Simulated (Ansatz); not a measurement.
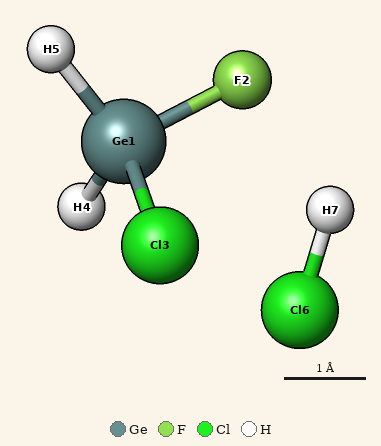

The starting structure (ball-and-stick view, seen at a tilt; atoms are numbered from 1 in the order of the input). Sticks mark near contacts. Bond lengths as drawn: Cl–Ge 2.16 Å, Cl–H 1.34 Å, F–Ge 1.72 Å and Ge–H 1.54 to 1.55 Å.

## Geometry relaxation, with input and output: GeH$_{3}$Cl$_{2}$F (part 1 of 2)

- system: GeH$_{3}$Cl$_{2}$F
- method: RKS PBE/def2-SVP (Ansatz 0.2.0)

It belongs to a series of runs on one base structure; here: end point A relaxed. Figures and captions count atoms from 1; the log counts them from 0 in places.

### The input
```yaml
crystal:
  periodic: [false, false, false]
  atoms:
    - { symbol: Ge, position_ang: [-0.079597, -0.191345, -0.113736] }
    - { symbol: F, position_ang: [0.011218, -0.265067, 1.605794] }
    - { symbol: Cl, position_ang: [1.928308, -0.448203, -0.872469] }
    - { symbol: H, position_ang: [-0.653774, 1.185259, -0.506355] }
    - { symbol: H, position_ang: [-0.904402, -1.430956, -0.527751] }
    - { symbol: Cl, position_ang: [1.307956, 2.60151, 1.311614] }
    - { symbol: H, position_ang: [1.00839, 1.541701, 2.070803] }
basis:
  gaussian: { orbitals: def2-SVP }
hamiltonian:
  xc: pbe
relax:
  f_tol: 0.03
  max_steps: 50
output:
  orbitals: {}
```

Run on 2 threads of Arm Neoverse V2, 24 GiB of memory available, shared host.

Command:
```bash
ansatz run input.yaml --threads 2 --pin off --max-ram 3072MiB --backend cpu --events-out ev --progress --plain --runs-dir out
```

### Log
```
The last accepted step is kept in [file] (removed where the run ends without a failure and the disk answers)
Engine: ansatz 0.2.0, aarch64-unknown-linux-gnu
Functional definition: PBE
  parameter kappa = 0.804
  parameter beta = 0.06672455060314922
  exchange = pbe_x(kappa = kappa, mu = beta*pi^2/3)
  correlation = pbe_c(beta = beta)
1063 factors; their error is unknown
mean field evaluation 1: about -84290.4342 eV, gradient 3.9e1 eV
mean field evaluation 2: about -84282.1976 eV, gradient 8.4e1 eV
mean field evaluation 4: about -84292.5837 eV, gradient 3.4e0 eV
mean field evaluation 8: about -84292.5381 eV, gradient 7.7e-2 eV
mean field -84292.53811031 eV, -3097.6936400194 hartree, gradient 3.8e-5 eV, S^2 0.000000; 0 other end points of the search recorded, 0 dependent functions left out
the calculation of the forces begins
reference -84292.53814226 eV, -3097.6936411936 hartree; 39, 39 occupied and 58, 58 virtual orbitals, 1063 factors
relax step   1: F+E_penalty+E_count = -84292.53811031 eV  Δ(F+E_penalty+E_count) = +0.000e0 eV  max|allowed force component| = 1.440e0 eV/Å  Δτ_max = 0.0000 Å  (24 SCF iters, accepted)
these checks for a lower state are left out or cut short: starts, cluster_reference, orbital_swaps, neighbouring_geometries, increment
1063 factors; their error is unknown
mean field evaluation 16: about -84292.5014 eV, gradient 7.0e0 eV
mean field -84292.59545495 eV, -3097.6957473960 hartree, gradient 7.0e-6 eV, S^2 0.000000; 0 other end points of the search recorded, 0 dependent functions left out
the calculation of the forces begins
reference -84292.59548684 eV, -3097.6957485680 hartree; 39, 39 occupied and 58, 58 virtual orbitals, 1063 factors
relax step   2: F+E_penalty+E_count = -84292.59545495 eV  Δ(F+E_penalty+E_count) = -5.734e-2 eV  max|allowed force component| = 8.356e-1 eV/Å  Δτ_max = 0.1950 Å  (28 SCF iters, accepted)
these checks for a lower state are left out or cut short: starts, cluster_reference, orbital_swaps, neighbouring_geometries, increment
1063 factors; their error is unknown
mean field -84292.60055641 eV, -3097.6959348713 hartree, gradient 6.1e-5 eV, S^2 0.000000; 0 other end points of the search recorded, 0 dependent functions left out
the calculation of the forces begins
reference -84292.60058830 eV, -3097.6959360433 hartree; 39, 39 occupied and 58, 58 virtual orbitals, 1063 factors
relax step   3: F+E_penalty+E_count = -84292.60055641 eV  Δ(F+E_penalty+E_count) = -5.101e-3 eV  max|allowed force component| = 1.057e0 eV/Å  Δτ_max = 0.0945 Å  (24 SCF iters, accepted)
these checks for a lower state are left out or cut short: starts, cluster_reference, orbital_swaps, neighbouring_geometries, increment
1063 factors; their error is unknown
mean field evaluation 32: about -84292.6178 eV, gradient 2.7e-4 eV
mean field -84292.61782856 eV, -3097.6965696110 hartree, gradient 9.1e-6 eV, S^2 0.000000; 0 other end points of the search recorded, 0 dependent functions left out
the calculation of the forces begins
reference -84292.61786018 eV, -3097.6965707732 hartree; 39, 39 occupied and 58, 58 virtual orbitals, 1063 factors
relax step   4: F+E_penalty+E_count = -84292.61782856 eV  Δ(F+E_penalty+E_count) = -1.727e-2 eV  max|allowed force component| = 4.145e-1 eV/Å  Δτ_max = 0.1443 Å  (28 SCF iters, accepted)
these checks for a lower state are left out or cut short: starts, cluster_reference, orbital_swaps, neighbouring_geometries, increment
1063 factors; their error is unknown
mean field -84292.63111486 eV, -3097.6970578737 hartree, gradient 1.7e-5 eV, S^2 0.000000; 0 other end points of the search recorded, 0 dependent functions left out
the calculation of the forces begins
reference -84292.63114620 eV, -3097.6970590255 hartree; 39, 39 occupied and 58, 58 virtual orbitals, 1063 factors
relax step   5: F+E_penalty+E_count = -84292.63111486 eV  Δ(F+E_penalty+E_count) = -1.329e-2 eV  max|allowed force component| = 4.294e-1 eV/Å  Δτ_max = 0.1348 Å  (27 SCF iters, accepted)
these checks for a lower state are left out or cut short: starts, cluster_reference, orbital_swaps, neighbouring_geometries, increment
1063 factors; their error is unknown
mean field -84292.64608399 eV, -3097.6976079788 hartree, gradient 4.7e-5 eV, S^2 0.000000; 0 other end points of the search recorded, 0 dependent functions left out
the calculation of the forces begins
reference -84292.64611563 eV, -3097.6976091419 hartree; 39, 39 occupied and 58, 58 virtual orbitals, 1063 factors
relax step   6: F+E_penalty+E_count = -84292.64608399 eV  Δ(F+E_penalty+E_count) = -1.497e-2 eV  max|allowed force component| = 2.806e-2 eV/Å  Δτ_max = 0.0615 Å  (23 SCF iters, accepted)
these checks for a lower state are left out or cut short: starts, cluster_reference, orbital_swaps, neighbouring_geometries, increment
1063 factors; their error is unknown
mean field -84292.64712120 eV, -3097.6976460959 hartree, gradient 3.6e-5 eV, S^2 0.000000; 0 other end points of the search recorded, 0 dependent functions left out
the calculation of the forces begins
reference -84292.64715294 eV, -3097.6976472620 hartree; 39, 39 occupied and 58, 58 virtual orbitals, 1063 factors
relax step   7: F+E_penalty+E_count = -84292.64712120 eV  Δ(F+E_penalty+E_count) = -1.037e-3 eV  max|allowed force component| = 7.999e-2 eV/Å  Δτ_max = 0.0669 Å  (23 SCF iters, accepted)
these checks for a lower state are left out or cut short: starts, cluster_reference, orbital_swaps, neighbouring_geometries, increment
1063 factors; their error is unknown
mean field -84292.64835869 eV, -3097.6976915727 hartree, gradient 3.5e-5 eV, S^2 0.000000; 0 other end points of the search recorded, 0 dependent functions left out
the calculation of the forces begins
reference -84292.64839051 eV, -3097.6976927421 hartree; 39, 39 occupied and 58, 58 virtual orbitals, 1063 factors
relax step   8: F+E_penalty+E_count = -84292.64835869 eV  Δ(F+E_penalty+E_count) = -1.237e-3 eV  max|allowed force component| = 6.008e-2 eV/Å  Δτ_max = 0.0370 Å  (24 SCF iters, accepted)
these checks for a lower state are left out or cut short: starts, cluster_reference, orbital_swaps, neighbouring_geometries, increment
1063 factors; their error is unknown
mean field -84292.64908717 eV, -3097.6977183438 hartree, gradient 3.4e-5 eV, S^2 0.000000; 0 other end points of the search recorded, 0 dependent functions left out
the calculation of the forces begins
reference -84292.64911896 eV, -3097.6977195123 hartree; 39, 39 occupied and 58, 58 virtual orbitals, 1063 factors
relax step   9: F+E_penalty+E_count = -84292.64908717 eV  Δ(F+E_penalty+E_count) = -7.285e-4 eV  max|allowed force component| = 3.474e-2 eV/Å  Δτ_max = 0.0331 Å  (23 SCF iters, accepted)
these checks for a lower state are left out or cut short: starts, cluster_reference, orbital_swaps, neighbouring_geometries, increment
1063 factors; their error is unknown
mean field evaluation 64: about -84292.6502 eV, gradient 5.4e-2 eV
mean field -84292.65019967 eV, -3097.6977592273 hartree, gradient 4.0e-5 eV, S^2 0.000000; 0 other end points of the search recorded, 0 dependent functions left out
the calculation of the forces begins
reference -84292.65023135 eV, -3097.6977603915 hartree; 39, 39 occupied and 58, 58 virtual orbitals, 1063 factors
relax step  10: F+E_penalty+E_count = -84292.65019967 eV  Δ(F+E_penalty+E_count) = -1.112e-3 eV  max|allowed force component| = 1.921e-2 eV/Å  Δτ_max = 0.0630 Å  (23 SCF iters, accepted)
these checks for a lower state are left out or cut short: starts, cluster_reference, orbital_swaps, neighbouring_geometries, increment
1063 factors; their error is unknown
mean field -84292.65076978 eV, -3097.6977801786 hartree, gradient 4.4e-5 eV, S^2 0.000000; 0 other end points of the search recorded, 0 dependent functions left out
the calculation of the forces begins
reference -84292.65080133 eV, -3097.6977813380 hartree; 39, 39 occupied and 58, 58 virtual orbitals, 1063 factors
relax step  11: F+E_penalty+E_count = -84292.65076978 eV  Δ(F+E_penalty+E_count) = -5.701e-4 eV  max|allowed force component| = 4.563e-2 eV/Å  Δτ_max = 0.0691 Å  (23 SCF iters, accepted)
these checks for a lower state are left out or cut short: starts, cluster_reference, orbital_swaps, neighbouring_geometries, increment
1063 factors; their error is unknown
mean field -84292.65093615 eV, -3097.6977862928 hartree, gradient 3.5e-5 eV, S^2 0.000000; 0 other end points of the search recorded, 0 dependent functions left out
the calculation of the forces begins
reference -84292.65096768 eV, -3097.6977874514 hartree; 39, 39 occupied and 58, 58 virtual orbitals, 1063 factors
relax step  12: F+E_penalty+E_count = -84292.65093615 eV  Δ(F+E_penalty+E_count) = -1.664e-4 eV  max|allowed force component| = 2.320e-2 eV/Å  Δτ_max = 0.0125 Å  (25 SCF iters, accepted)
```

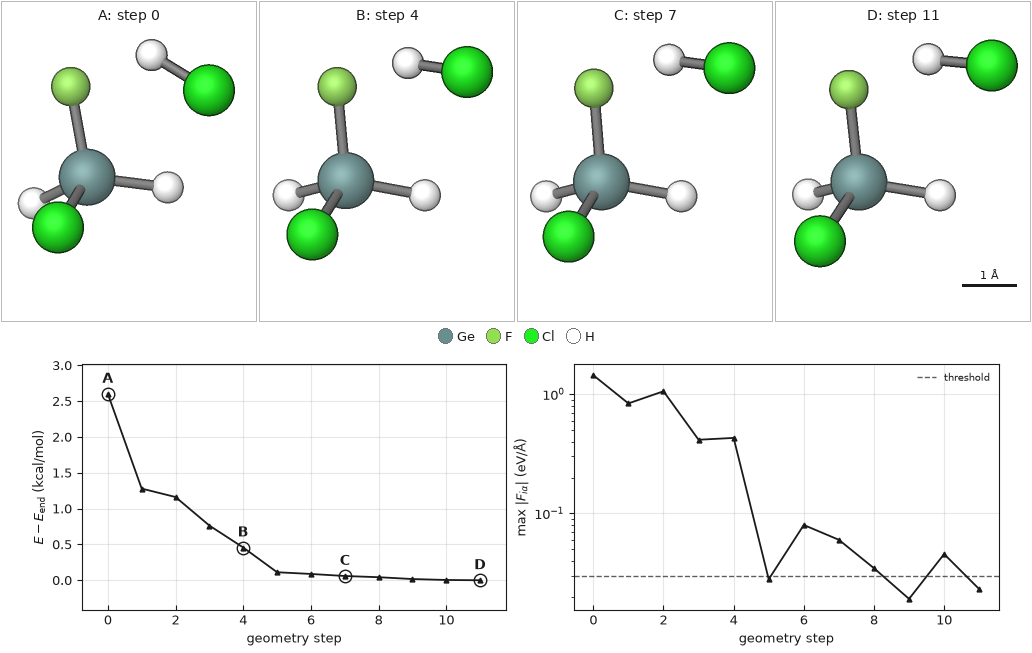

Frames of the relaxation (ball-and-stick view, seen at a tilt) above the curves, on which the letters mark them (the first geometry is step 0 here and step 1 in the log).

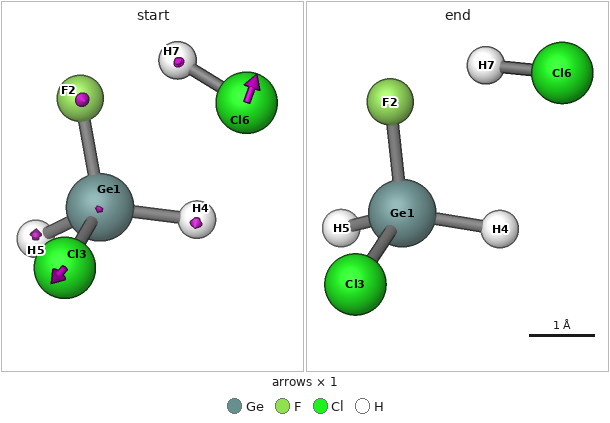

Before (left) and after (right) the relaxation, at one scale (ball-and-stick view, seen at a tilt). The pink arrows give the displacements, at true length. The atom that moves furthest after the best rigid fit is Cl6 (0.49 Å). Largest moves by element: Cl 0.49 Å, F 0.28 Å, H 0.21 Å, Ge 0.10 Å. Among the contacts that change: Ge1–F2 1.724 → 1.779 Å, Cl6–H7 1.338 → 1.311 Å, Ge1–Cl3 2.162 → 2.156 Å. After 11 geometry steps the energy has fallen by 2.60 kcal/mol. Largest force component: 1.4 eV/Å at the start, 0.023 eV/Å at the end. (Atoms are counted from 1 in the order of the input.)

```
1063 factors; their error is unknown
mean field -84292.65093615 eV, -3097.6977862928 hartree, gradient 3.5e-5 eV, S^2 0.000000; 1 other end points of the search recorded, 0 dependent functions left out
the calculation of the forces begins
reference -84292.65096768 eV, -3097.6977874514 hartree; 39, 39 occupied and 58, 58 virtual orbitals, 1063 factors
Total energy: -84292.65096768 eV, -3097.6977874514 hartree
Atom 0 at    -0.041685    -0.236815    -0.194632 Å, force     0.017785    -0.011599    -0.016850 eV/Å
Atom 1 at     0.267368    -0.148487     1.554792 Å, force    -0.002632     0.003318    -0.002928 eV/Å
Atom 2 at     1.844925    -0.712453    -1.124459 Å, force    -0.021687     0.006180     0.010198 eV/Å
Atom 3 at    -0.511027     1.165171    -0.629045 Å, force     0.000763    -0.015408     0.006918 eV/Å
Atom 4 at    -1.010337    -1.426617    -0.363885 Å, force     0.007676     0.020284     0.003991 eV/Å
Atom 5 at     1.192371     2.801073     1.745196 Å, force    -0.006578    -0.023204     0.004213 eV/Å
Atom 6 at     0.876484     1.551026     1.979933 Å, force     0.004674     0.020429    -0.005542 eV/Å
Dipole moment:    -0.452904    -0.308765    -0.304836 e Å
```
